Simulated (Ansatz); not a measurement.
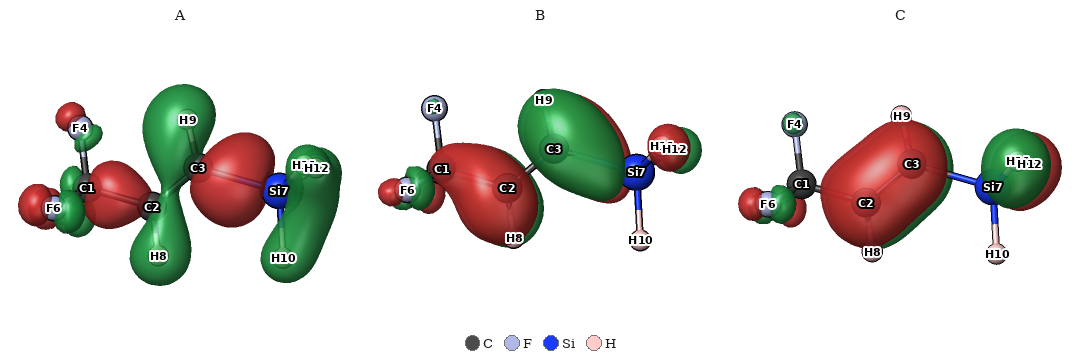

C$_{3}$H$_{5}$F$_{3}$Si (SMILES FC(F)(F)/C=C/[SiH3]). Three frontier orbitals at ±0.1 Å⁻³ᐟ² (green and red are the two phases), in no order.

Geometry: B3LYP/def2-SVP.

The calculation used Ansatz 0.2.0, isolated molecule in a Gaussian basis; Kohn-Sham density functional theory, functional PBE0.

Input file:

```
crystal:
  periodic: [false, false, false]
  atoms:
    - {symbol: C, position_ang: [-1.858909, 1.058536, 0.293365]}
    - {symbol: C, position_ang: [-0.658659, 1.846733, -0.151834]}
    - {symbol: C, position_ang: [-0.492477, 2.321834, -1.391634]}
    - {symbol: F, position_ang: [-2.753987, 0.872805, -0.687908]}
    - {symbol: F, position_ang: [-1.492284, -0.155324, 0.745557]}
    - {symbol: F, position_ang: [-2.489403, 1.680185, 1.307504]}
    - {symbol: Si, position_ang: [1.006788, 3.309172, -1.951701]}
    - {symbol: H, position_ang: [0.077623, 1.997944, 0.645446]}
    - {symbol: H, position_ang: [-1.289123, 2.115492, -2.118061]}
    - {symbol: H, position_ang: [1.951981, 3.452012, -0.808262]}
    - {symbol: H, position_ang: [0.578984, 4.657593, -2.424896]}
    - {symbol: H, position_ang: [1.682540, 2.608786, -3.082108]}
basis:
  gaussian:
    orbitals: def2-SVPD
total_charge: 0
magnetization:
  spin_polarized: false
hamiltonian:
  xc: {name: PBE0}
output:
  forces: true
  orbitals: {seedname: orbitals}
```

Launched as:

```sh
ansatz run input.yaml --threads 2 --pin off --max-ram 5220MiB --events-out events.jsonl --progress --plain --runs-dir runs
```

Q: Which picture is the HOMO−1, the HOMO and the LUMO?

A: A is the HOMO−1 (−9.76 eV). Its weight (Hirshfeld) is mainly on C3 (about 30 %), Si7 (about 20 %), C2 (about 10 %), H9 (about 10 %) and C1 (about 5 %). C is the HOMO (−8.73 eV). It lies mainly on C2 (about 35 %) and C3 (about 30 %); π-bonding across C2–C3. B is the LUMO (−1.38 eV). By Hirshfeld shares it lies mainly on C3 (about 30 %), C2 (about 30 %), Si7 (about 10 %) and C1 (about 5 %); π-antibonding (π*) across C3–C2.

Q: What is the HOMO–LUMO gap?

A: 7.35 eV between the orbital energies.
